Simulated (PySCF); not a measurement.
Zn(Br)(Me), SMILES [CH3][Zn][Br] at its CAM-B3LYP/def2-SVP optimised geometry (Å):

```
6

Zn    -0.0374    -0.1589     0.0000
Br    -2.2818    -0.1538    -0.0004
C      1.8909    -0.1589     0.0000
H      2.2817    -0.4759     0.9782
H      2.2807     0.8472    -0.2144
H      2.2818    -0.8472    -0.7639
```

Computed with CAM-B3LYP/def2-TZVP in PySCF. Cells within 0.4 Å of a nucleus heavier than hydrogen are left out (blank, or x).

Map of the deformation density (molecule minus spherical neutral atoms) (e/bohr³) on the plane z = 0.0 Å:

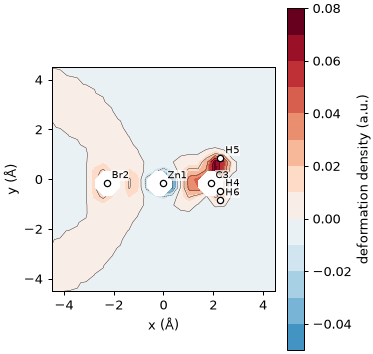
Figure. Deformation density (molecule minus spherical neutral atoms) (e/bohr³) on the plane z = 0.0 Å.
